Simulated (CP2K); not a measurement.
# HNO3 (peroxynitrous acid): BLYP-D3(BJ)/DZVP-MOLOPT-SR-GTH (core potential)

What is the energy change on altering one bond length of HNO3 (peroxynitrous acid) at BLYP-D3(BJ)/DZVP-MOLOPT-SR-GTH (core potential)? 

The calculation is run with CP2K 2026.2.

1 further run of the same task is left out (it didn't finish).

## Step 1: Starting point

The species is HNO3 (5 atoms), meant as a singlet with charge 0. SMILES: `O=NOO`. The shape is that of a PBE0-D4/def2-TZVP optimisation. This is one conformer, not always the lowest.

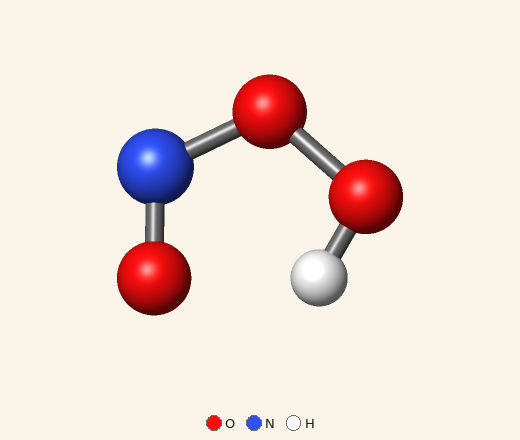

Viewed from a chosen angle; oxygen red, nitrogen blue, hydrogen white.

## Step 2: The energy at BLYP-D3(BJ)/DZVP-MOLOPT-SR-GTH (core potential)

File run.inp:

```
&global
 project run
 run_type ENERGY
 print_level MEDIUM
&end
&force_eval
 method Quickstep
 &dft
  basis_set_file_name BASIS_MOLOPT
  potential_file_name GTH_POTENTIALS
  &qs
   method GPW
   eps_default 1.0E-10
  &end
  &mgrid
   cutoff 400
   rel_cutoff 50
   ngrids 4
  &end
  &poisson
   periodic NONE
   poisson_solver MULTIPOLE
  &end
  &scf
   scf_guess ATOMIC
   eps_scf 1.0E-06
   max_scf 100
   added_mos 10
   &diagonalization
    algorithm STANDARD
   &end
   &mixing
    method BROYDEN_MIXING
    alpha 0.4
    nbuffer 8
   &end
  &end
  ! exchange and correlation
  &xc
   &xc_functional BLYP
   &end
   &vdw_potential
    potential_type PAIR_POTENTIAL
    &pair_potential
     type DFTD3(BJ)
     parameter_file_name dftd3.dat
     reference_functional BLYP
     r_cutoff 15
    &end
   &end
  &end
  &print
   &moments
    periodic F
    reference COM
    max_moment 1
   &end
   &mo ON
    energies T
    occupation_numbers T
    ndigits 6
    &each
     qs_scf 0
    &end
    add_last NUMERIC
   &end
   &hirshfeld OFF
   &end
  &end
 &end
 ! structure
 &subsys
  &cell
   abc 8.9 8.7 8.7
   periodic NONE
  &end
  &coord
   O      4.521275     3.518905     5.213305
   N      3.513155     3.725915     4.635035
   O      3.609835     4.642745     3.645245
   O      4.893525     5.181095     3.486695
   H      5.386845     4.702415     4.190965
  &end
  &kind O
   basis_set DZVP-MOLOPT-SR-GTH-q6
   potential GTH-BLYP-q6
  &end
  &kind N
   basis_set DZVP-MOLOPT-SR-GTH-q5
   potential GTH-BLYP-q5
  &end
  &kind H
   basis_set DZVP-MOLOPT-SR-GTH-q1
   potential GTH-BLYP-q1
  &end
 &end
&end
```

Command:

```
$ OMP_NUM_THREADS=1 cp2k.psmp -i run.inp > run.out 2>&1
```

The log of the run:

```text
CP2K| version string:                                       CP2K version 2026.2
[...]
 GLOBAL| Method name                                                        CP2K
[...]
 GLOBAL| Run type                                                         ENERGY
[...]
 DFT| Spin restricted Kohn-Sham (RKS) calculation                            RKS
 DFT| Multiplicity                                                             1
[...]
 DFT| Charge                                                                   0
[...]
 FUNCTIONAL| BECKE88:
 FUNCTIONAL| LYP:
[...]
 QS| Method:                                                                 GPW
[...]
 QS| Density cutoff [a.u.]:                                                200.0
[...]
 QS| Relative density cutoff [a.u.]:                                        25.0
[...]
                             - Atoms:                                          5
[...]
                             - Spherical basis functions:                     57
[...]
 Number of electrons:                                                         24
[...]
     1 NoMix/Diag. 0.40E+00    0.5     0.76204315       -58.4976904671 -5.85E+01
[...]
    18 Broy./Diag. 0.40E+00    0.8     0.00000049       -58.3938378261 -1.41E-07
  *** SCF run converged in    18 steps ***
[...]
  Overlap energy of the core charge distribution:               0.00000004203839
  Self energy of the core charge distribution:               -151.50088323507728
  Core Hamiltonian energy:                                     43.18675558362644
  Hartree energy:                                              63.10606453788478
  Exchange-correlation energy:                                -13.18133718903981
  Dispersion energy:                                           -0.00443756556547
  Total energy:                                               -58.39383782613294
[...]
                     Mulliken Population Analysis
 #  Atom  Element  Kind  Atomic population                           Net charge
       1     O        1          6.052433                             -0.052433
       2     N        2          5.027500                             -0.027500
       3     O        1          5.945469                              0.054531
       4     O        1          6.118167                             -0.118167
       5     H        3          0.856432                              0.143568
 # Total charge                             24.000000                  0.000000
[...]
  Dipole moment [Debye]
    X=  0.7663512E+00 Y= -0.6593618E-01 Z=  0.3354003E+00  Total=      0.8391276
 ENERGY| Total FORCE_EVAL ( QS ) energy [hartree]            -58.393837826132945
[...]
```

It took 14 s on 1 thread of Arm Neoverse V1, shared host; peak memory 0.99 GiB.

## Step 3: The distorted shape

File molecule.inp:

```
&GLOBAL
  PROJECT molecule
  RUN_TYPE ENERGY
  PRINT_LEVEL MEDIUM
&END GLOBAL
&FORCE_EVAL
  METHOD Quickstep
  &DFT
    BASIS_SET_FILE_NAME BASIS_MOLOPT
    POTENTIAL_FILE_NAME GTH_POTENTIALS
    &QS
      METHOD GPW
      EPS_DEFAULT 1.0E-10
    &END QS
    &MGRID
      CUTOFF 400
      REL_CUTOFF 50
      NGRIDS 4
    &END MGRID
    ! cluster boundary conditions
    &POISSON
      PERIODIC NONE
      POISSON_SOLVER MULTIPOLE
    &END POISSON
    ! SCF settings
    &SCF
      SCF_GUESS ATOMIC
      EPS_SCF 1.0E-06
      MAX_SCF 40
      &OT
        MINIMIZER DIIS
        PRECONDITIONER FULL_ALL
      &END OT
      &OUTER_SCF
        EPS_SCF 1.0E-06
        MAX_SCF 5
      &END OUTER_SCF
    &END SCF
    &XC
      &XC_FUNCTIONAL BLYP
      &END XC_FUNCTIONAL
      &VDW_POTENTIAL
        POTENTIAL_TYPE PAIR_POTENTIAL
        &PAIR_POTENTIAL
          TYPE DFTD3(BJ)
          PARAMETER_FILE_NAME dftd3.dat
          REFERENCE_FUNCTIONAL BLYP
          R_CUTOFF 15
        &END PAIR_POTENTIAL
      &END VDW_POTENTIAL
    &END XC
    ! extra output
    &PRINT
      &MOMENTS
        PERIODIC F
        REFERENCE COM
        MAX_MOMENT 1
      &END MOMENTS
      &MO_CUBES
        NLUMO 5
        NHOMO -1
        WRITE_CUBE F
      &END MO_CUBES
      &HIRSHFELD OFF
      &END HIRSHFELD
    &END PRINT
  &END DFT
  ! atoms, cell and kinds
  &SUBSYS
    &CELL
      ABC 9.5 8.9 8.8
      PERIODIC NONE
    &END CELL
    &COORD
      O     -0.505486    -1.104481     1.058334
      N     -1.513606    -0.897471     0.480064
      O     -1.416926     0.019359    -0.509726
      O      0.508600     0.826880    -0.747550
      H      1.001920     0.348200    -0.043280
    &END COORD
    &TOPOLOGY
      &CENTER_COORDINATES
      &END CENTER_COORDINATES
    &END TOPOLOGY
    &KIND O
      BASIS_SET DZVP-MOLOPT-SR-GTH-q6
      POTENTIAL GTH-BLYP-q6
    &END KIND
    &KIND N
      BASIS_SET DZVP-MOLOPT-SR-GTH-q5
      POTENTIAL GTH-BLYP-q5
    &END KIND
    &KIND H
      BASIS_SET DZVP-MOLOPT-SR-GTH-q1
      POTENTIAL GTH-BLYP-q1
    &END KIND
  &END SUBSYS
&END FORCE_EVAL
```

Command:

```
$ OMP_NUM_THREADS=1 cp2k.psmp -i molecule.inp -o molecule.out
```

The log of the run:

```text
CP2K| version string:                                       CP2K version 2026.2
[...]
 GLOBAL| Method name                                                        CP2K
[...]
 GLOBAL| Run type                                                         ENERGY
[...]
 DFT| Spin restricted Kohn-Sham (RKS) calculation                            RKS
 DFT| Multiplicity                                                             1
[...]
 DFT| Charge                                                                   0
[...]
 FUNCTIONAL| BECKE88:
 FUNCTIONAL| LYP:
[...]
 QS| Method:                                                                 GPW
[...]
 QS| Density cutoff [a.u.]:                                                200.0
[...]
 QS| Relative density cutoff [a.u.]:                                        25.0
[...]
                             - Atoms:                                          5
[...]
                             - Spherical basis functions:                     57
[...]
 Number of electrons:                                                         24
[...]
     1 OT DIIS     0.15E+00    0.7     0.21893840       -56.5271366968 -5.65E+01
[...]
     3 OT DIIS     0.15E+00    0.6     0.00000060       -58.3587561582 -2.30E-10
  *** SCF run converged in     3 steps ***
[...]
  Overlap energy of the core charge distribution:               0.00000004203820
  Self energy of the core charge distribution:               -151.50088323507728
  Core Hamiltonian energy:                                     42.56333107405558
  Hartree energy:                                              63.57770148127475
  Exchange-correlation energy:                                -12.99449413376949
  Dispersion energy:                                           -0.00441138674218
  Total energy:                                               -58.35875615822041
[...]
                     Mulliken Population Analysis
 #  Atom  Element  Kind  Atomic population                           Net charge
       1     O        1          5.967690                              0.032310
       2     N        2          4.939900                              0.060100
       3     O        1          6.035795                             -0.035795
       4     O        1          6.195389                             -0.195389
       5     H        3          0.861227                              0.138773
 # Total charge                             24.000000                  0.000000
[...]
  Dipole moment [Debye]
    X=  0.2143388E+00 Y= -0.1155746E+01 Z=  0.1358134E+01  Total=      1.7961673
[...]
 HOMO - LUMO gap [eV] :    1.083838
 ENERGY| Total FORCE_EVAL ( QS ) energy [hartree]            -58.358756158220409
[...]
```

Run time: 29 s. Hardware: 1 thread of Arm Neoverse V1, shared host; peak memory 0.64 GiB.

## Step 4: Summary of results

At BLYP-D3(BJ)/DZVP-MOLOPT-SR-GTH (core potential):

| quantity | value |
| --- | --- |
| first shape: total energy | -58.39384 Eh |
| first shape: dipole moment | 0.84 D |
| first shape: HOMO energy | -7.35 eV |
| first shape: LUMO energy | -3.45 eV |
| first shape: HOMO–LUMO gap | 3.90 eV |
| first shape: dispersion energy | -11.65 kJ/mol |
| distorted shape: total energy | -58.35876 Eh |
| distorted shape: dipole moment | 1.80 D |
| distorted shape: HOMO energy | -7.39 eV |
| distorted shape: LUMO energy | -6.30 eV |
| distorted shape: HOMO–LUMO gap | 1.08 eV |
| distorted shape: dispersion energy | -11.58 kJ/mol |
| energy change with the O3–O4 bond stretched from 1.401 to 2.101 Å | 0.955 eV |

**Reading.** One bond (distorted shape) is far stretched, which a spin-restricted single reference describes badly; a broken-symmetry solution may lie lower. With the O3–O4 bond stretched from 1.401 to 2.101 Å the energy rises by 0.95 eV (22.0 kcal/mol). The first shape isn't relaxed at this level, so the change isn't measured from a minimum. A restricted reference can't describe the breaking bond well at this length.
